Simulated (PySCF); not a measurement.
**Property calculation of InCl$_{2}$O (part 2 of 2)**

The same run, continued: InCl$_{2}$O, multiplicity 2, SMILES [O][In]([Cl])[Cl]; PBE0/def2-TZVPPD, UKS, core potentials def2-svp (PySCF 2.14.0). The geometry comes from this level: PBE0-D4/def2-TZVP.

Geometry of the input (Å):
```
O  0.6063  1.0140  1.6676
In 0.0317  0.0160  0.0454
Cl 0.7416  -2.1450  -0.2482
Cl -1.3241  1.0547  -1.4852
```

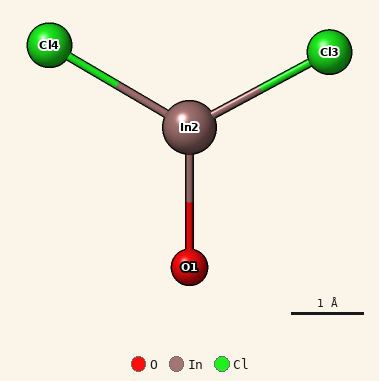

Fig. 1: The input geometry (ball-and-stick view, seen at a tilt; atoms are numbered from 1 in the order of the input). Sticks mark near contacts.

Output, continued:
```
MO #174 energy= 6.71290736331707   | 6.75655830765129   occ= 0 | 0
MO #175 energy= 8.15132437819942   | 8.15133109028941   occ= 0 | 0
MO #176 energy= 8.15594839071844   | 8.15595062397863   occ= 0 | 0
MO #177 energy= 8.15600794789722   | 8.15601817847444   occ= 0 | 0
MO #178 energy= 8.15993077628338   | 8.15993971204309   occ= 0 | 0
MO #179 energy= 8.18585162393314   | 8.18588001269201   occ= 0 | 0
MO #180 energy= 8.19289145942289   | 8.19292084423216   occ= 0 | 0
MO #181 energy= 8.19580666491869   | 8.19584698558159   occ= 0 | 0
MO #182 energy= 8.22666593256291   | 8.22682361415871   occ= 0 | 0
MO #183 energy= 8.27282507712485   | 8.27287139927823   occ= 0 | 0
MO #184 energy= 8.2816810453954    | 8.28174825777291   occ= 0 | 0
MO #185 energy= 10.802658147415    | 10.8026553212937   occ= 0 | 0
MO #186 energy= 10.8151698325928   | 10.8151712558697   occ= 0 | 0
MO #187 energy= 10.857331097128    | 10.857364522684    occ= 0 | 0
MO #188 energy= 10.8631048279679   | 10.863174005697    occ= 0 | 0
MO #189 energy= 11.0689594612412   | 11.069048899902    occ= 0 | 0
MO #190 energy= 11.1189201557891   | 11.1190130595511   occ= 0 | 0
MO #191 energy= 25.3288560488251   | 25.3288849301085   occ= 0 | 0
MO #192 energy= 25.5043938901498   | 25.5044267259712   occ= 0 | 0
MO #193 energy= 38.1773199657926   | 38.1774483592252   occ= 0 | 0
MO #194 energy= 38.7556981414942   | 38.755592964358    occ= 0 | 0
MO #195 energy= 39.1081082161712   | 39.1084667757798   occ= 0 | 0
MO #196 energy= 39.2107781504148   | 39.2109405503186   occ= 0 | 0
MO #197 energy= 43.4549486108405   | 43.4809794000743   occ= 0 | 0
MO #198 energy= 125.301674622156   | 125.301784335972   occ= 0 | 0

To work with the spin densities directly, `use mulliken_meta_spin()` only printing them here.

 ** Mulliken spin pop alpha/beta on meta-lowdin orthogonal AOs **
 ** Mulliken Spin Density (per AO)  **
spin_pop of  0 O 1s       -0.00001
spin_pop of  0 O 2s        0.00339
spin_pop of  0 O 3s       -0.00030
spin_pop of  0 O 4s       -0.00002
spin_pop of  0 O 5s       -0.00010
spin_pop of  0 O 6s       -0.00006
spin_pop of  0 O 2px       0.26965
spin_pop of  0 O 2py       0.63394
spin_pop of  0 O 2pz       0.11752
spin_pop of  0 O 3px      -0.00212
spin_pop of  0 O 3py      -0.00096
spin_pop of  0 O 3pz      -0.00121
spin_pop of  0 O 4px      -0.00003
spin_pop of  0 O 4py      -0.00002
spin_pop of  0 O 4pz      -0.00010
spin_pop of  0 O 5px      -0.00002
spin_pop of  0 O 5py      -0.00003
spin_pop of  0 O 5pz      -0.00016
spin_pop of  0 O 3dxy      0.00006
spin_pop of  0 O 3dyz      0.00018
spin_pop of  0 O 3dz^2     0.00007
spin_pop of  0 O 3dxz      0.00022
spin_pop of  0 O 3dx2-y2    0.00026
spin_pop of  0 O 4dxy     -0.00005
spin_pop of  0 O 4dyz      0.00004
spin_pop of  0 O 4dz^2    -0.00008
spin_pop of  0 O 4dxz     -0.00003
spin_pop of  0 O 4dx2-y2    0.00003
spin_pop of  0 O 5dxy     -0.00005
spin_pop of  0 O 5dyz     -0.00003
spin_pop of  0 O 5dz^2    -0.00010
spin_pop of  0 O 5dxz     -0.00007
spin_pop of  0 O 5dx2-y2   -0.00002
spin_pop of  0 O 4f-3      0.00002
spin_pop of  0 O 4f-2      0.00000
spin_pop of  0 O 4f-1     -0.00003
spin_pop of  0 O 4f+0     -0.00001
spin_pop of  0 O 4f+1      0.00001
spin_pop of  0 O 4f+2      0.00001
spin_pop of  0 O 4f+3      0.00002
spin_pop of  1 In 4s       -0.00002
spin_pop of  1 In 5s       -0.01816
spin_pop of  1 In 6s       -0.00022
spin_pop of  1 In 7s       -0.00001
spin_pop of  1 In 8s        0.00001
spin_pop of  1 In 9s       -0.00001
spin_pop of  1 In 10s       -0.00002
spin_pop of  1 In 4px       0.00001
spin_pop of  1 In 4py      -0.00007
spin_pop of  1 In 4pz      -0.00006
spin_pop of  1 In 5px      -0.00091
spin_pop of  1 In 5py       0.00000
spin_pop of  1 In 5pz       0.00001
spin_pop of  1 In 6px      -0.00024
spin_pop of  1 In 6py      -0.00267
spin_pop of  1 In 6pz      -0.00150
spin_pop of  1 In 7px      -0.00171
spin_pop of  1 In 7py      -0.00050
spin_pop of  1 In 7pz      -0.00061
spin_pop of  1 In 8px      -0.00081
spin_pop of  1 In 8py      -0.00002
spin_pop of  1 In 8pz      -0.00000
spin_pop of  1 In 4dxy      0.00394
spin_pop of  1 In 4dyz      0.00272
spin_pop of  1 In 4dz^2     0.00356
spin_pop of  1 In 4dxz      0.00354
spin_pop of  1 In 4dx2-y2   -0.00004
spin_pop of  1 In 5dxy     -0.00007
spin_pop of  1 In 5dyz     -0.00011
spin_pop of  1 In 5dz^2    -0.00009
spin_pop of  1 In 5dxz     -0.00011
spin_pop of  1 In 5dx2-y2   -0.00012
spin_pop of  1 In 6dxy     -0.00035
spin_pop of  1 In 6dyz     -0.00040
spin_pop of  1 In 6dz^2    -0.00043
spin_pop of  1 In 6dxz     -0.00043
spin_pop of  1 In 6dx2-y2   -0.00010
spin_pop of  1 In 7dxy      0.00009
spin_pop of  1 In 7dyz     -0.00019
spin_pop of  1 In 7dz^2    -0.00000
spin_pop of  1 In 7dxz      0.00016
spin_pop of  1 In 7dx2-y2    0.00001
spin_pop of  1 In 4f-3      0.00001
spin_pop of  1 In 4f-2     -0.00000
spin_pop of  1 In 4f-1      0.00000
spin_pop of  1 In 4f+0      0.00002
spin_pop of  1 In 4f+1      0.00003
spin_pop of  1 In 4f+2      0.00006
spin_pop of  1 In 4f+3      0.00001
spin_pop of  1 In 5f-3     -0.00002
spin_pop of  1 In 5f-2     -0.00001
spin_pop of  1 In 5f-1      0.00000
spin_pop of  1 In 5f+0      0.00005
spin_pop of  1 In 5f+1      0.00007
spin_pop of  1 In 5f+2      0.00021
spin_pop of  1 In 5f+3      0.00002
spin_pop of  2 Cl 1s        0.00000
spin_pop of  2 Cl 2s        0.00000
spin_pop of  2 Cl 3s       -0.00032
spin_pop of  2 Cl 4s       -0.00038
spin_pop of  2 Cl 5s       -0.00002
spin_pop of  2 Cl 6s       -0.00000
spin_pop of  2 Cl 2px      -0.00000
spin_pop of  2 Cl 2py       0.00000
spin_pop of  2 Cl 2pz       0.00000
spin_pop of  2 Cl 3px      -0.00017
spin_pop of  2 Cl 3py      -0.00033
spin_pop of  2 Cl 3pz       0.00055
spin_pop of  2 Cl 4px      -0.00015
spin_pop of  2 Cl 4py      -0.00021
spin_pop of  2 Cl 4pz      -0.00009
spin_pop of  2 Cl 5px      -0.00003
spin_pop of  2 Cl 5py      -0.00001
spin_pop of  2 Cl 5pz      -0.00001
spin_pop of  2 Cl 6px      -0.00001
spin_pop of  2 Cl 6py      -0.00003
spin_pop of  2 Cl 6pz      -0.00000
spin_pop of  2 Cl 7px      -0.00001
spin_pop of  2 Cl 7py      -0.00001
spin_pop of  2 Cl 7pz      -0.00000
spin_pop of  2 Cl 3dxy     -0.00006
spin_pop of  2 Cl 3dyz     -0.00011
spin_pop of  2 Cl 3dz^2    -0.00001
spin_pop of  2 Cl 3dxz     -0.00001
spin_pop of  2 Cl 3dx2-y2   -0.00002
spin_pop of  2 Cl 4dxy     -0.00011
spin_pop of  2 Cl 4dyz     -0.00016
spin_pop of  2 Cl 4dz^2    -0.00001
spin_pop of  2 Cl 4dxz     -0.00002
spin_pop of  2 Cl 4dx2-y2   -0.00005
spin_pop of  2 Cl 5dxy     -0.00009
spin_pop of  2 Cl 5dyz     -0.00012
spin_pop of  2 Cl 5dz^2    -0.00000
spin_pop of  2 Cl 5dxz     -0.00002
spin_pop of  2 Cl 5dx2-y2   -0.00007
spin_pop of  2 Cl 6dxy     -0.00003
spin_pop of  2 Cl 6dyz     -0.00004
spin_pop of  2 Cl 6dz^2    -0.00000
spin_pop of  2 Cl 6dxz     -0.00001
spin_pop of  2 Cl 6dx2-y2   -0.00003
spin_pop of  2 Cl 4f-3     -0.00000
spin_pop of  2 Cl 4f-2     -0.00000
spin_pop of  2 Cl 4f-1      0.00000
spin_pop of  2 Cl 4f+0     -0.00000
spin_pop of  2 Cl 4f+1      0.00000
spin_pop of  2 Cl 4f+2     -0.00000
spin_pop of  2 Cl 4f+3      0.00001
spin_pop of  3 Cl 1s        0.00000
spin_pop of  3 Cl 2s        0.00000
spin_pop of  3 Cl 3s       -0.00032
spin_pop of  3 Cl 4s       -0.00037
spin_pop of  3 Cl 5s       -0.00002
spin_pop of  3 Cl 6s       -0.00000
spin_pop of  3 Cl 2px       0.00000
spin_pop of  3 Cl 2py       0.00000
spin_pop of  3 Cl 2pz       0.00000
spin_pop of  3 Cl 3px      -0.00023
spin_pop of  3 Cl 3py      -0.00017
spin_pop of  3 Cl 3pz       0.00045
spin_pop of  3 Cl 4px      -0.00017
spin_pop of  3 Cl 4py      -0.00019
spin_pop of  3 Cl 4pz      -0.00010
spin_pop of  3 Cl 5px      -0.00003
spin_pop of  3 Cl 5py      -0.00001
spin_pop of  3 Cl 5pz      -0.00001
spin_pop of  3 Cl 6px      -0.00002
spin_pop of  3 Cl 6py      -0.00001
spin_pop of  3 Cl 6pz      -0.00001
spin_pop of  3 Cl 7px      -0.00001
spin_pop of  3 Cl 7py      -0.00001
spin_pop of  3 Cl 7pz      -0.00001
spin_pop of  3 Cl 3dxy     -0.00003
spin_pop of  3 Cl 3dyz     -0.00003
spin_pop of  3 Cl 3dz^2    -0.00009
spin_pop of  3 Cl 3dxz     -0.00002
spin_pop of  3 Cl 3dx2-y2   -0.00004
spin_pop of  3 Cl 4dxy     -0.00005
spin_pop of  3 Cl 4dyz     -0.00005
spin_pop of  3 Cl 4dz^2    -0.00014
spin_pop of  3 Cl 4dxz     -0.00003
spin_pop of  3 Cl 4dx2-y2   -0.00008
spin_pop of  3 Cl 5dxy     -0.00001
spin_pop of  3 Cl 5dyz     -0.00002
spin_pop of  3 Cl 5dz^2    -0.00013
spin_pop of  3 Cl 5dxz     -0.00005
spin_pop of  3 Cl 5dx2-y2   -0.00008
spin_pop of  3 Cl 6dxy     -0.00000
spin_pop of  3 Cl 6dyz     -0.00001
spin_pop of  3 Cl 6dz^2    -0.00005
spin_pop of  3 Cl 6dxz     -0.00002
spin_pop of  3 Cl 6dx2-y2   -0.00003
spin_pop of  3 Cl 4f-3      0.00000
spin_pop of  3 Cl 4f-2      0.00001
spin_pop of  3 Cl 4f-1     -0.00000
spin_pop of  3 Cl 4f+0      0.00000
spin_pop of  3 Cl 4f+1     -0.00000
spin_pop of  3 Cl 4f+2     -0.00000
spin_pop of  3 Cl 4f+3      0.00000
 ** Mulliken Spin Density (per atom)  **
spin density of  0 O =      1.01983
spin density of  1 In =     -0.01543
spin density of  2 Cl =     -0.00220
spin density of  3 Cl =     -0.00220
 ** Mulliken pop alpha/beta on meta-lowdin orthogonal AOs **
 ** Mulliken pop       alpha | beta **
pop of  0 O 1s        0.99998 | 0.99998
pop of  0 O 2s        0.98749 | 0.98411
pop of  0 O 3s        0.01473 | 0.01503
pop of  0 O 4s        0.00513 | 0.00515
pop of  0 O 5s        0.00202 | 0.00212
pop of  0 O 6s        0.00044 | 0.00050
pop of  0 O 2px       0.97608 | 0.70644
pop of  0 O 2py       0.96364 | 0.32971
pop of  0 O 2pz       0.91284 | 0.79532
pop of  0 O 3px       0.00519 | 0.00731
pop of  0 O 3py       0.00629 | 0.00725
pop of  0 O 3pz       0.00996 | 0.01117
pop of  0 O 4px       0.00110 | 0.00112
pop of  0 O 4py       0.00277 | 0.00279
pop of  0 O 4pz       0.00878 | 0.00887
pop of  0 O 5px       0.00064 | 0.00066
pop of  0 O 5py       0.00104 | 0.00106
pop of  0 O 5pz       0.00303 | 0.00318
pop of  0 O 3dxy      0.00236 | 0.00230
pop of  0 O 3dyz      0.00713 | 0.00696
pop of  0 O 3dz^2     0.00520 | 0.00513
pop of  0 O 3dxz      0.00477 | 0.00454
pop of  0 O 3dx2-y2    0.00209 | 0.00182
pop of  0 O 4dxy      0.00225 | 0.00230
pop of  0 O 4dyz      0.00531 | 0.00527
pop of  0 O 4dz^2     0.00436 | 0.00444
pop of  0 O 4dxz      0.00430 | 0.00433
pop of  0 O 4dx2-y2    0.00249 | 0.00246
pop of  0 O 5dxy      0.00134 | 0.00140
pop of  0 O 5dyz      0.00351 | 0.00354
pop of  0 O 5dz^2     0.00280 | 0.00290
pop of  0 O 5dxz      0.00210 | 0.00217
pop of  0 O 5dx2-y2    0.00142 | 0.00144
pop of  0 O 4f-3      0.00008 | 0.00006
pop of  0 O 4f-2      0.00028 | 0.00028
pop of  0 O 4f-1      0.00029 | 0.00033
pop of  0 O 4f+0      0.00025 | 0.00026
pop of  0 O 4f+1      0.00024 | 0.00023
pop of  0 O 4f+2      0.00028 | 0.00027
pop of  0 O 4f+3      0.00008 | 0.00006
pop of  1 In 4s        0.90395 | 0.90397
pop of  1 In 5s        0.39788 | 0.41604
pop of  1 In 6s        0.00746 | 0.00767
pop of  1 In 7s        0.00323 | 0.00324
pop of  1 In 8s        0.00232 | 0.00231
pop of  1 In 9s        0.01206 | 0.01207
pop of  1 In 10s        0.01487 | 0.01489
pop of  1 In 4px       0.00366 | 0.00365
pop of  1 In 4py       0.12752 | 0.12758
pop of  1 In 4pz       0.12848 | 0.12855
pop of  1 In 5px       0.87705 | 0.87796
pop of  1 In 5py       0.87316 | 0.87316
pop of  1 In 5pz       0.87264 | 0.87263
pop of  1 In 6px       0.04243 | 0.04266
pop of  1 In 6py       0.01471 | 0.01738
pop of  1 In 6pz       0.01346 | 0.01495
pop of  1 In 7px       0.02150 | 0.02322
pop of  1 In 7py       0.00817 | 0.00867
pop of  1 In 7pz       0.01232 | 0.01293
pop of  1 In 8px       0.05789 | 0.05870
pop of  1 In 8py       0.00060 | 0.00062
pop of  1 In 8pz       0.00084 | 0.00084
pop of  1 In 4dxy      0.68825 | 0.68431
pop of  1 In 4dyz      0.68494 | 0.68222
pop of  1 In 4dz^2     0.67936 | 0.67580
pop of  1 In 4dxz      0.67867 | 0.67513
pop of  1 In 4dx2-y2    0.99892 | 0.99896
pop of  1 In 5dxy      0.10509 | 0.10516
pop of  1 In 5dyz      0.11078 | 0.11089
pop of  1 In 5dz^2     0.11055 | 0.11064
pop of  1 In 5dxz      0.11306 | 0.11318
pop of  1 In 5dx2-y2    0.00235 | 0.00247
pop of  1 In 6dxy      0.14325 | 0.14360
pop of  1 In 6dyz      0.14965 | 0.15005
pop of  1 In 6dz^2     0.14415 | 0.14457
pop of  1 In 6dxz      0.15182 | 0.15225
pop of  1 In 6dx2-y2    0.00087 | 0.00097
pop of  1 In 7dxy      0.02557 | 0.02548
pop of  1 In 7dyz      0.02549 | 0.02568
pop of  1 In 7dz^2     0.02432 | 0.02432
pop of  1 In 7dxz      0.02441 | 0.02425
pop of  1 In 7dx2-y2    0.00033 | 0.00032
pop of  1 In 4f-3      0.00015 | 0.00014
pop of  1 In 4f-2      0.00022 | 0.00022
pop of  1 In 4f-1      0.00027 | 0.00026
pop of  1 In 4f+0      0.00022 | 0.00020
pop of  1 In 4f+1      0.00021 | 0.00018
pop of  1 In 4f+2      0.00022 | 0.00016
pop of  1 In 4f+3      0.00016 | 0.00015
pop of  1 In 5f-3      0.00085 | 0.00086
pop of  1 In 5f-2      0.00167 | 0.00168
pop of  1 In 5f-1      0.00235 | 0.00235
pop of  1 In 5f+0      0.00093 | 0.00088
pop of  1 In 5f+1      0.00057 | 0.00050
pop of  1 In 5f+2      0.00086 | 0.00065
pop of  1 In 5f+3      0.00082 | 0.00080
pop of  2 Cl 1s        0.99999 | 0.99999
pop of  2 Cl 2s        0.99985 | 0.99985
pop of  2 Cl 3s        0.98445 | 0.98477
pop of  2 Cl 4s        0.01076 | 0.01115
pop of  2 Cl 5s        0.00254 | 0.00256
pop of  2 Cl 6s        0.00104 | 0.00104
pop of  2 Cl 2px       0.99997 | 0.99997
pop of  2 Cl 2py       0.99996 | 0.99996
pop of  2 Cl 2pz       0.99997 | 0.99997
pop of  2 Cl 3px       0.97322 | 0.97339
pop of  2 Cl 3py       0.85847 | 0.85881
pop of  2 Cl 3pz       0.98885 | 0.98830
pop of  2 Cl 4px       0.00213 | 0.00228
pop of  2 Cl 4py       0.00811 | 0.00832
pop of  2 Cl 4pz       0.00276 | 0.00286
pop of  2 Cl 5px       0.00050 | 0.00053
pop of  2 Cl 5py       0.00446 | 0.00447
pop of  2 Cl 5pz       0.00089 | 0.00090
pop of  2 Cl 6px       0.00014 | 0.00015
pop of  2 Cl 6py       0.00069 | 0.00072
pop of  2 Cl 6pz       0.00043 | 0.00043
pop of  2 Cl 7px       0.00007 | 0.00008
pop of  2 Cl 7py       0.00055 | 0.00057
pop of  2 Cl 7pz       0.00015 | 0.00016
pop of  2 Cl 3dxy      0.00713 | 0.00719
pop of  2 Cl 3dyz      0.00494 | 0.00506
pop of  2 Cl 3dz^2     0.00322 | 0.00323
pop of  2 Cl 3dxz      0.00066 | 0.00067
pop of  2 Cl 3dx2-y2    0.00550 | 0.00553
pop of  2 Cl 4dxy      0.00308 | 0.00319
pop of  2 Cl 4dyz      0.00391 | 0.00407
pop of  2 Cl 4dz^2     0.00109 | 0.00111
pop of  2 Cl 4dxz      0.00055 | 0.00057
pop of  2 Cl 4dx2-y2    0.00165 | 0.00170
pop of  2 Cl 5dxy      0.00182 | 0.00191
pop of  2 Cl 5dyz      0.00094 | 0.00106
pop of  2 Cl 5dz^2     0.00114 | 0.00114
pop of  2 Cl 5dxz      0.00024 | 0.00027
pop of  2 Cl 5dx2-y2    0.00242 | 0.00249
pop of  2 Cl 6dxy      0.00057 | 0.00060
pop of  2 Cl 6dyz      0.00032 | 0.00036
pop of  2 Cl 6dz^2     0.00033 | 0.00033
pop of  2 Cl 6dxz      0.00008 | 0.00009
pop of  2 Cl 6dx2-y2    0.00069 | 0.00072
pop of  2 Cl 4f-3      0.00030 | 0.00030
pop of  2 Cl 4f-2      0.00045 | 0.00045
pop of  2 Cl 4f-1      0.00082 | 0.00082
pop of  2 Cl 4f+0      0.00061 | 0.00061
pop of  2 Cl 4f+1      0.00018 | 0.00018
pop of  2 Cl 4f+2      0.00066 | 0.00066
pop of  2 Cl 4f+3      0.00164 | 0.00163
pop of  3 Cl 1s        0.99999 | 0.99999
pop of  3 Cl 2s        0.99985 | 0.99985
pop of  3 Cl 3s        0.98451 | 0.98483
pop of  3 Cl 4s        0.01134 | 0.01171
pop of  3 Cl 5s        0.00265 | 0.00267
pop of  3 Cl 6s        0.00106 | 0.00106
pop of  3 Cl 2px       0.99997 | 0.99996
pop of  3 Cl 2py       0.99997 | 0.99997
pop of  3 Cl 2pz       0.99996 | 0.99996
pop of  3 Cl 3px       0.93562 | 0.93586
pop of  3 Cl 3py       0.96085 | 0.96102
pop of  3 Cl 3pz       0.92428 | 0.92383
pop of  3 Cl 4px       0.00457 | 0.00474
pop of  3 Cl 4py       0.00333 | 0.00352
pop of  3 Cl 4pz       0.00503 | 0.00513
pop of  3 Cl 5px       0.00194 | 0.00197
pop of  3 Cl 5py       0.00105 | 0.00106
pop of  3 Cl 5pz       0.00360 | 0.00360
pop of  3 Cl 6px       0.00038 | 0.00039
pop of  3 Cl 6py       0.00027 | 0.00028
pop of  3 Cl 6pz       0.00096 | 0.00097
pop of  3 Cl 7px       0.00025 | 0.00025
pop of  3 Cl 7py       0.00017 | 0.00018
pop of  3 Cl 7pz       0.00048 | 0.00049
pop of  3 Cl 3dxy      0.00491 | 0.00494
pop of  3 Cl 3dyz      0.00568 | 0.00571
pop of  3 Cl 3dz^2     0.00346 | 0.00355
pop of  3 Cl 3dxz      0.00727 | 0.00729
pop of  3 Cl 3dx2-y2    0.00298 | 0.00302
pop of  3 Cl 4dxy      0.00250 | 0.00255
pop of  3 Cl 4dyz      0.00250 | 0.00255
pop of  3 Cl 4dz^2     0.00248 | 0.00262
pop of  3 Cl 4dxz      0.00281 | 0.00284
pop of  3 Cl 4dx2-y2    0.00227 | 0.00236
pop of  3 Cl 5dxy      0.00148 | 0.00149
pop of  3 Cl 5dyz      0.00161 | 0.00163
pop of  3 Cl 5dz^2     0.00083 | 0.00096
pop of  3 Cl 5dxz      0.00223 | 0.00228
pop of  3 Cl 5dx2-y2    0.00063 | 0.00071
pop of  3 Cl 6dxy      0.00044 | 0.00045
pop of  3 Cl 6dyz      0.00047 | 0.00048
pop of  3 Cl 6dz^2     0.00029 | 0.00033
pop of  3 Cl 6dxz      0.00063 | 0.00065
pop of  3 Cl 6dx2-y2    0.00021 | 0.00025
pop of  3 Cl 4f-3      0.00057 | 0.00057
pop of  3 Cl 4f-2      0.00159 | 0.00158
pop of  3 Cl 4f-1      0.00059 | 0.00059
pop of  3 Cl 4f+0      0.00076 | 0.00076
pop of  3 Cl 4f+1      0.00071 | 0.00071
pop of  3 Cl 4f+2      0.00100 | 0.00100
pop of  3 Cl 4f+3      0.00051 | 0.00051
In total            32.00000 | 31.00000
 ** Mulliken atomic charges   ( Nelec_alpha | Nelec_beta ) **
charge of  0O =     -0.88831  (     4.95407      3.93424 )
charge of  1In =      2.44950  (     9.26754      9.28296 )
charge of  2Cl =     -0.77205  (     8.88492      8.88713 )
charge of  3Cl =     -0.78914  (     8.89347      8.89567 )
Dipole moment(X, Y, Z, Debye): -0.07966, -0.13734, -0.22363
Traceless quadrupole moment (Debye*A):
```

Results in brief:

| quantity | value |
| --- | --- |
| outcome | converged |
| total energy | −1185.472303 hartree |
| basis functions | 198 |
| ⟨S²⟩ | 0.756 |
| dipole moment | 0.27 D |
| hardware | 1 thread of Arm Neoverse V1, 24 GiB of memory available, shared host |
| wall time | 1.9 min |
| peak memory | 1.8 GiB |

Remarks:

The record of the run, not the program, notes: logged alpha LUMO and gap are faulty.
